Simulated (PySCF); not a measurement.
# One shape, several levels: quartet CH2F

Wanted: a comparison of 6 runs (UB2PLYP/STO-6G, UB3LYP/STO-6G, UPBE/STO-6G, NEVPT2(13,10)/STO-6G, NEVPT2(5,5)/STO-6G, UCCSD(T)/STO-6G) of quartet CH2F. The job is set up through a Python script.

Program for the calculation: PySCF 2.14.0.

9 further runs of the same task are left out: 9 set aside as unsound or not needed.

### Step 1. The system as given

CH2F has 4 atoms, charge 0, and is taken as a quartet. SMILES of the parent species: `[CH2]F`. The coordinates come from a PBE0-D4/def2-TZVP relaxation. That shape belongs to the parent species and isn't relaxed for this state.

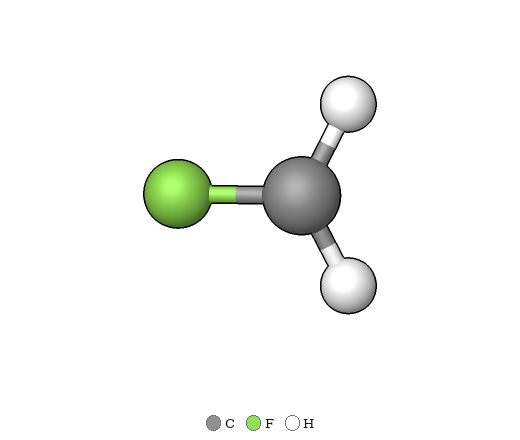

The structure, seen from a chosen angle (carbon grey, fluorine green, hydrogen white).

### Step 2. A single-point energy at UB2PLYP/STO-6G (run 1)

run.py

```python
from pyscf import gto, dft, mp

molecule = gto.M(
    atom='''
C     -0.056881    -0.108848    -0.247743
F      1.795240     1.311470     0.688994
H     -1.789382     0.892518    -0.666128
H      0.051023    -2.095139     0.224877
''',
    unit='bohr',
    spin=3,
    basis='sto-6g',
    verbose=3,
    max_memory=1860,
)

mf = dft.UKS(molecule)
mf.xc = '0.53*HF + 0.47*B88, 0.73*LYP'
mf.grids.level = 5
mf.conv_tol = 1e-10
mf.kernel()
if not mf.converged:
    mf = mf.newton().run(mf.mo_coeff, mf.mo_occ)

pt = mp.MP2(mf, frozen=2).run()
energy = mf.e_tot + 0.27 * pt.e_corr
print('PT2 part  %.8f' % (0.27 * pt.e_corr))
print('E = %.10f Eh' % energy)
```

Started as:

```console
$ OMP_NUM_THREADS=1 python run.py
```

What it wrote:

```text
WARN: HOMO 0.314077774981082 >= LUMO -0.368763410272224

WARN: HOMO 0.247522951986695 >= LUMO 0.0473989524381301

WARN: HOMO 0.182591856424913 >= LUMO -0.02823597904861

WARN: HOMO 0.145819193288038 >= LUMO -0.00278803876266898

WARN: HOMO 0.146019839981896 >= LUMO 0.00809948839030594

WARN: HOMO 0.142891896236237 >= LUMO 0.00666504099997411

WARN: HOMO 0.142046146975733 >= LUMO 0.00862164662719778

WARN: HOMO 0.142214493823825 >= LUMO 0.00840919761048597

WARN: HOMO 0.142248028007658 >= LUMO 0.00841226985286481

WARN: HOMO 0.142231830066687 >= LUMO 0.00842119224982396

WARN: HOMO 0.142238823833877 >= LUMO 0.00841347226386768

WARN: HOMO 0.142237444653649 >= LUMO 0.00841597252668391

converged SCF energy = -137.800655474301  <S^2> = 3.7517823  2S+1 = 4.000891
E(UMP2) = -137.843126933619  E_corr = -0.0424714593178452
E(SCS-UMP2) = -137.843779932742  E_corr = -0.0431244584413161
PT2 part  -0.01146729
E = -137.8121227683 Eh
```

It took 4.8 s on 1 thread of AMD EPYC 7B13 (Zen 3), shared host; peak memory 0.17 GiB.

### Step 3. A single-point energy at UB3LYP/STO-6G (run 2)

run.py

```python
from pyscf import gto, dft

mol = gto.M(
    atom='C -0.030100 -0.057600 -0.131100; F 0.950000 0.694000 0.364600; H -0.946900 0.472300 -0.352500; H 0.027000 -1.108700 0.119000',
    verbose=3,
    charge=0,
    basis='sto-6g',
    max_memory=1860,
    spin=3,
)

mf = dft.UKS(mol)
mf.xc = 'b3lyp'
mf.grids.level = 5
mf.conv_tol = 1e-10
mf.kernel()
if not mf.converged:
    mf = mf.newton().run(mf.mo_coeff, mf.mo_occ)

etot = mf.e_tot
print('Final energy', etot)
```

Started as:

```console
$ OMP_NUM_THREADS=1 python run.py
```

What it wrote:

```text
WARN: HOMO 0.246746595799609 >= LUMO -0.345931869307721

WARN: HOMO 0.315101094185091 >= LUMO -0.0113639705075911

WARN: HOMO 0.261919191734213 >= LUMO -0.112450979161743

WARN: HOMO 0.237493329454466 >= LUMO -0.113141892897218

WARN: HOMO 0.238436820350869 >= LUMO -0.11299858674267

WARN: HOMO 0.237164301738366 >= LUMO -0.113073401568377

WARN: HOMO 0.237542106739412 >= LUMO -0.112967848936674

WARN: HOMO 0.237514688654175 >= LUMO -0.112903301156716

WARN: HOMO 0.237521662617761 >= LUMO -0.112902768659076

WARN: HOMO 0.237521673790631 >= LUMO -0.112900436894063

WARN: HOMO 0.237521578471227 >= LUMO -0.11290055620208

converged SCF energy = -137.988669127492  <S^2> = 3.7505027  2S+1 = 4.0002513
Final energy -137.98866912749168
```

Run time: 5.1 s. Hardware: 1 thread of AMD EPYC 7B13 (Zen 3), shared host; peak memory 0.18 GiB.

Run 3 isn't shown in full; the table further down has it.

### Step 4. The energy at NEVPT2(13,10)/STO-6G (run 4)

geometry.xyz

```xyz
4
CH2F
C     -0.030100    -0.057600    -0.131100
F      0.950000     0.694000     0.364600
H     -0.946900     0.472300    -0.352500
H      0.027000    -1.108700     0.119000
```

job.py

```python
import numpy
from pyscf import gto, scf, mp, mcscf, mrpt

mol = gto.Mole()
mol.atom = 'geometry.xyz'
mol.max_memory = 1860
mol.basis = 'sto-6g'
mol.charge = 0
mol.spin = 3
mol.verbose = 4
mol.build()

calc0 = scf.ROHF(mol)
calc0.conv_tol = 1e-10
calc0.kernel()
if not calc0.converged:
    calc0 = calc0.newton().run(calc0.mo_coeff, calc0.mo_occ)

pt = mp.MP2(scf.addons.convert_to_uhf(calc0)).run()
noons, natorbs = mcscf.addons.make_natural_orbitals(pt)
print('natural occupations', numpy.round(noons[:40], 4))
cas = mcscf.CASSCF(calc0, 10, 13)
cas.fix_spin_(ss=3.75)
cas.natorb = True
cas.kernel(natorbs)
e_pt2 = mrpt.NEVPT(cas).kernel()
etot = cas.e_tot + e_pt2
print(f'total energy: {etot:.8f} hartree')
```

Started as:

```console
$ OMP_NUM_THREADS=1 python job.py
```

What it wrote:

```text
PySCF version 2.14.0

[... 62 lines left out ...]
converged SCF energy = -137.411997200325
[... 53 lines left out ...]
1-step CASSCF converged in   3 macro ( 13 JK   4 micro) steps
[... 30 lines left out ...]
CASSCF energy = -137.462689253753
[... 42 lines left out ...]
Nevpt2 Energy = -0.000217368418665
total energy: -137.46290662 hartree
```

Wall time 9.9 s (1 thread of AMD EPYC 7B13 (Zen 3), shared host); peak memory 0.15 GiB.

Run 5 isn't shown in full; the table further down has it.

### Step 5. A single-point energy at UCCSD(T)/STO-6G (run 6)

calc.py

```python
from pyscf import gto, scf, cc

mol = gto.M(
    atom='''
C     -0.056881    -0.108848    -0.247743
F      1.795240     1.311470     0.688994
H     -1.789382     0.892518    -0.666128
H      0.051023    -2.095139     0.224877
''',
    basis='sto-6g',
    verbose=4,
    max_memory=1860,
    spin=3,
    unit='bohr',
)

calc0 = scf.UHF(mol)
calc0.conv_tol = 1e-10
calc0.kernel()
if not calc0.converged:
    calc0 = calc0.newton().run(calc0.mo_coeff, calc0.mo_occ)

mycc = cc.CCSD(calc0, frozen=2)
mycc.kernel()
e_t = mycc.ccsd_t()
e_final = mycc.e_tot + e_t
print('E = %.10f Eh' % e_final)
```

Started as:

```console
$ OMP_NUM_THREADS=1 python calc.py
```

What it wrote:

```text
PySCF version 2.14.0

[... 39 lines left out ...]
WARN: HOMO 0.41473801037455 >= LUMO -0.391950943737066
[... 5 lines left out ...]
WARN: HOMO 0.138593907496931 >= LUMO 0.0790815343965594
[... 54 lines left out ...]
converged SCF energy = -137.414170698822  <S^2> = 3.7579295  2S+1 = 4.0039628
[... 12 lines left out ...]
Init t2, MP2 energy = -0.0294967867110259
[... 17 lines left out ...]
UCCSD converged
[... 2 lines left out ...]
E = -137.4622088828 Eh
```

Wall time 1.2 s (1 thread of AMD EPYC 7B13 (Zen 3), shared host); peak memory 0.1 GiB.

### Step 6. The series

| run | level | frozen core orbitals | integration grid | energy (Eh) | dipole moment (D) of the reference | ⟨S²⟩ | wall time |
| --- | --- | --- | --- | --- | --- | --- | --- |
| 1 | UB2PLYP/STO-6G | 2 | 5 | -137.812123 | 1.17 | 3.752 | 4.8 s |
| 2 | UB3LYP/STO-6G | – | 5 | -137.988669 | 0.88 | 3.751 | 5.1 s |
| 3 | UPBE/STO-6G | – | 5 | -137.839459 | 0.72 | 3.750 | 5.1 s |
| 4 | NEVPT2(13,10)/STO-6G | – | – | -137.462907 | 1.35 | – | 9.9 s |
| 5 | NEVPT2(5,5)/STO-6G | – | – | -137.445678 | 1.35 | – | 1.2 s |
| 6 | UCCSD(T)/STO-6G | 2 | – | -137.462209 | 1.36 | 3.758 | 1.2 s |

### Step 7. What came out

| quantity | value |
| --- | --- |
| run 6: total energy | -137.46221 Eh |
| run 6: dipole moment (Hartree–Fock density) | 1.36 D |
| run 6: HOMO energy (Hartree–Fock orbitals) (highest over α and β) | 0.38 eV |
| run 6: LUMO energy (Hartree–Fock orbitals) (lowest over α and β) | 5.96 eV |
| run 6: correlation energy (2 core orbitals frozen) | -48.0 mEh |
| run 6: (T) correction | -0.43 mEh |
| run 6: ⟨S²⟩ of the reference determinant | 3.758 |
| run 6: T1 diagnostic | 0.013 |

**Reading.** Over runs 1, 2, 3 the dipole moment (its size) runs from 0.72 D (UPBE/STO-6G) to 1.17 D (UB2PLYP/STO-6G). A double hybrid's value is that of its SCF part. Totals of different functionals can't be ranked against each other. In runs 1, 2, 3, 4, 5, 6 the basis is minimal, so the values are rough. All runs together took 27 s, the longest 9.9 s.
